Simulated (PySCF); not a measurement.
## Electronic structure of C$_{4}$H$_{9}$ClSi$_{2}$ in real space

```xyz
16

Si   -2.2031    0.5937   -0.4170
Si   -0.9610   -0.5021    1.1968
C     0.8626   -0.6608    0.6512
C     1.0507   -1.0575   -0.7888
C     1.6141    0.1049   -1.1086
Cl    2.1880    0.8036   -2.5621
C     1.5606    0.6757    0.2756
H    -2.8244   -0.3387   -1.3614
H    -3.2909    1.3673    0.1883
H    -1.4077    1.5347   -1.2095
H    -0.9209    0.1688    2.5058
H    -1.4108   -1.8761    1.4653
H     1.4448   -1.2643    1.3485
H     0.8001   -1.9491   -1.3307
H     0.9602    1.5774    0.3895
H     2.5302    0.8314    0.7456
```

Geometry: GFN2-xTB.

Level of theory: PBE0/pcSseg-1, SCF density, gas phase, non-relativistic in PySCF.

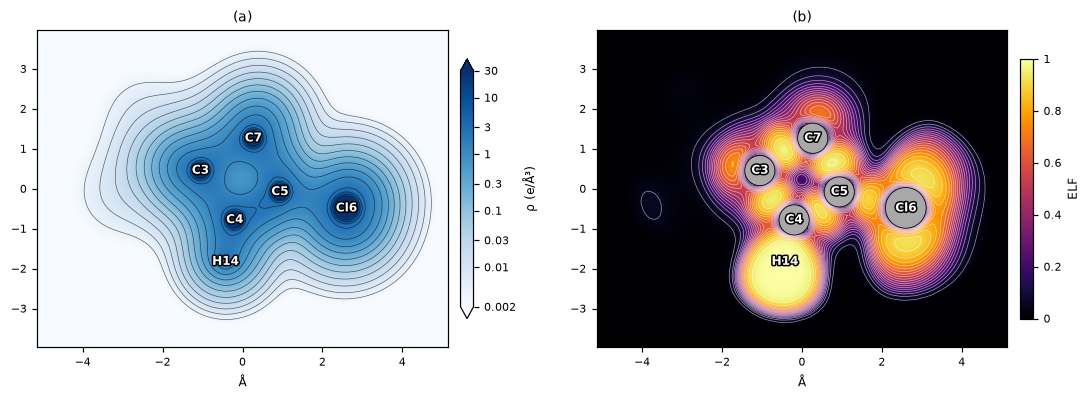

Figure 1. (a) electron density; (b) electron localisation function on the plane of atoms Cl6, C5 and C7. Grey discs cover the atomic cores in the ELF map.

**Describe what can be read from this map.**

The plane passes through C, Cl and H nuclei. C–C (1.33 Å): the density is about 2.3 e/Å³ at the midpoint; the ELF peaks at about 0.90 between the atoms (a short, multiple covalent bond). C–Cl (1.71 Å): the density is about 1.5 e/Å³ at the midpoint; the ELF peaks at about 0.90 between the atoms (a shared electron pair). C–H (1.07 Å): ρ at the midpoint is about 2 e/Å³; the ELF climbs to about 1 towards the hydrogen, as it does in any bond to H; an ordinary covalent bond to hydrogen. C–C (1.50 Å): ρ is about 1.7 e/Å³ halfway; the ELF peaks at about 0.95 between the atoms, as expected for a covalent bond. The ELF also peaks beside Cl6, away from the bonds: lone-pair regions.

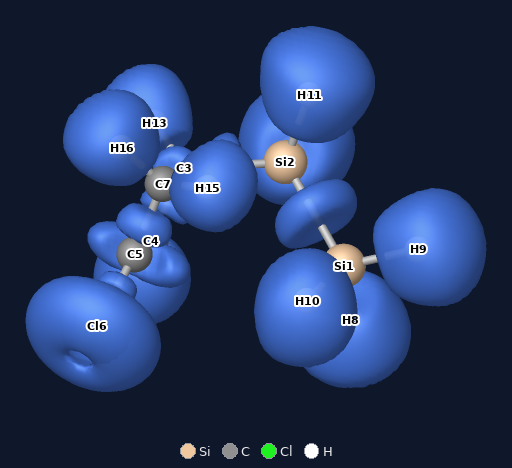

Figure 2. Isosurface of the ELF at 0.8 (blue), seen at a tilt. Only the valence region is drawn (cores and ρ < 0.01 e/Å³ removed).

**Where are the electrons localised?**

The ELF exceeds this value in four regions between bonded C–C atoms (shared pairs), one region between bonded C–Cl atoms (shared pairs), one region between bonded C–Si atoms (shared pairs), one region between bonded Si–Si atoms (shared pairs), nine regions around hydrogen nuclei and one ring or bowl of non-bonding electrons around Cl.

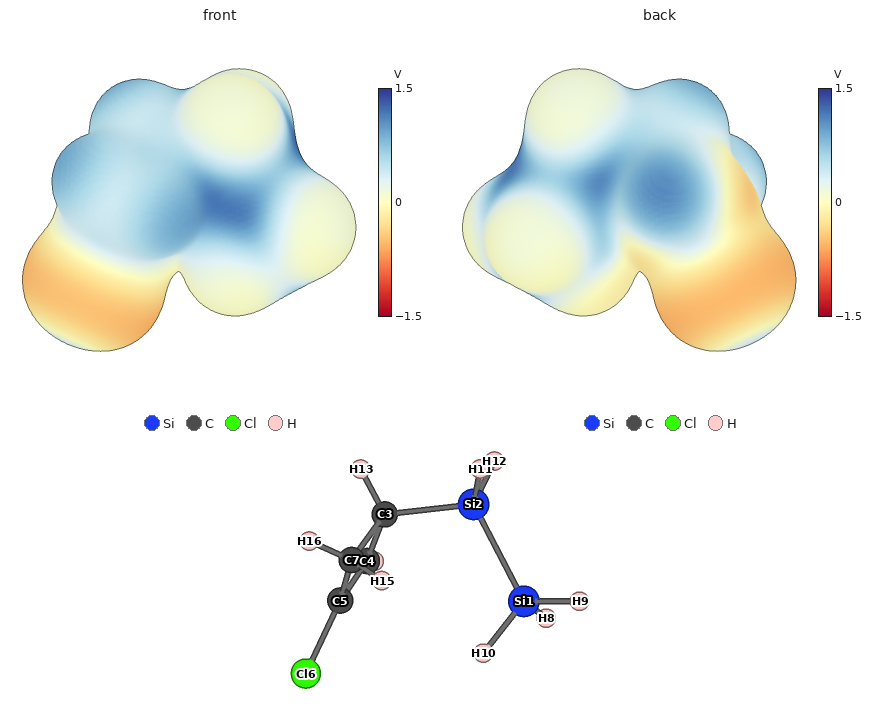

Figure 3. The electrostatic potential painted on the density surface at 0.002 e/bohr³, seen from the front and from behind; red is negative and blue positive. The bare structure is drawn below in the same view.

**Which sites attract a positive test charge, and which a negative one?**

A positive charge is drawn to the negative regions and a negative charge to the positive ones. The most negative region (about −0.5 V) lies over Cl6, the most positive (about +1.2 V) over Si1 and Si2. Cl6 shows a σ-hole: about +0.4 V at the tip opposite its bond, against about −0.5 V on its flanks.

**What dipole moment does the calculation give?**

Its dipole moment is 1.41 D.
